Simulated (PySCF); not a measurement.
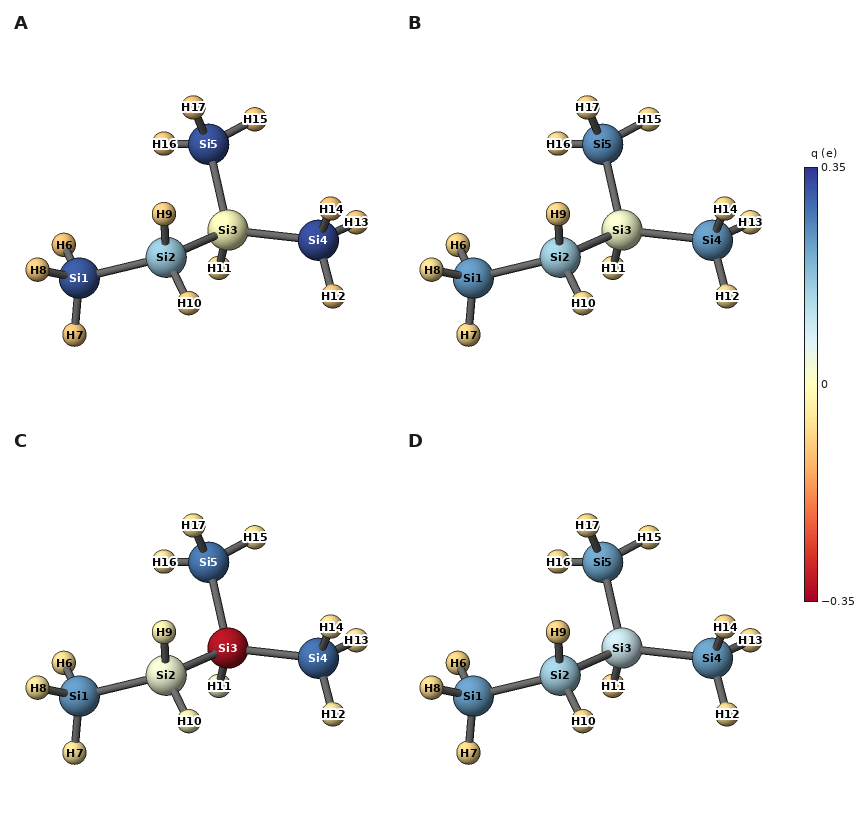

Atomic charges of one calculation by 4 schemes, on one colour scale. The geometry was computed by an optimisation with GFN2-xTB. No frequency run is at hand to confirm it as a minimum. Method: PBE0/pcSseg-1 (PySCF 2.14.0).

### The schemes are ESP-fitted, Hirshfeld, IAO, Mulliken. Which panel shows which?

A IAO, B ESP-fitted, C Mulliken, D Hirshfeld.

List the charges (e), one line for each set of equivalent atoms.

```json
{"atom": "Si1", "IAO": "0.31", "ESP-fitted": "0.23", "Mulliken": "0.23", "Hirshfeld": "0.22"}
{"atom": "Si2", "IAO": "0.15", "ESP-fitted": "0.15", "Mulliken": "0.03", "Hirshfeld": "0.15"}
{"atom": "Si3", "IAO": "0.00", "ESP-fitted": "0.02", "Mulliken": "−0.32", "Hirshfeld": "0.09"}
{"atom": "Si4", "IAO": "0.32", "ESP-fitted": "0.23", "Mulliken": "0.28", "Hirshfeld": "0.22"}
{"atom": "Si5", "IAO": "0.31", "ESP-fitted": "0.24", "Mulliken": "0.27", "Hirshfeld": "0.21"}
{"atom": "H6", "IAO": "−0.10", "ESP-fitted": "−0.08", "Mulliken": "−0.06", "Hirshfeld": "−0.08"}
{"atom": "H7", "IAO": "−0.09", "ESP-fitted": "−0.07", "Mulliken": "−0.05", "Hirshfeld": "−0.07"}
{"atom": "H8", "IAO": "−0.09", "ESP-fitted": "−0.06", "Mulliken": "−0.05", "Hirshfeld": "−0.07"}
{"atom": "H9", "IAO": "−0.08", "ESP-fitted": "−0.08", "Mulliken": "−0.02", "Hirshfeld": "−0.08"}
{"atom": "H10", "IAO": "−0.08", "ESP-fitted": "−0.07", "Mulliken": "−0.02", "Hirshfeld": "−0.07"}
{"atom": "H11", "IAO": "−0.07", "ESP-fitted": "−0.06", "Mulliken": "0.02", "Hirshfeld": "−0.08"}
{"atom": "H12", "IAO": "−0.09", "ESP-fitted": "−0.07", "Mulliken": "−0.05", "Hirshfeld": "−0.07"}
{"atom": "H13", "IAO": "−0.09", "ESP-fitted": "−0.06", "Mulliken": "−0.05", "Hirshfeld": "−0.07"}
{"atom": "H14", "IAO": "−0.10", "ESP-fitted": "−0.08", "Mulliken": "−0.06", "Hirshfeld": "−0.08"}
{"atom": "H15", "IAO": "−0.09", "ESP-fitted": "−0.07", "Mulliken": "−0.05", "Hirshfeld": "−0.07"}
{"atom": "H16", "IAO": "−0.09", "ESP-fitted": "−0.07", "Mulliken": "−0.05", "Hirshfeld": "−0.07"}
{"atom": "H17", "IAO": "−0.10", "ESP-fitted": "−0.08", "Mulliken": "−0.06", "Hirshfeld": "−0.08"}
```

The geometry is semi-empirical. Around Si such bond lengths and angles can be off by a tenth of an ångström or more and by several degrees, and values that hang on the shape move with them.
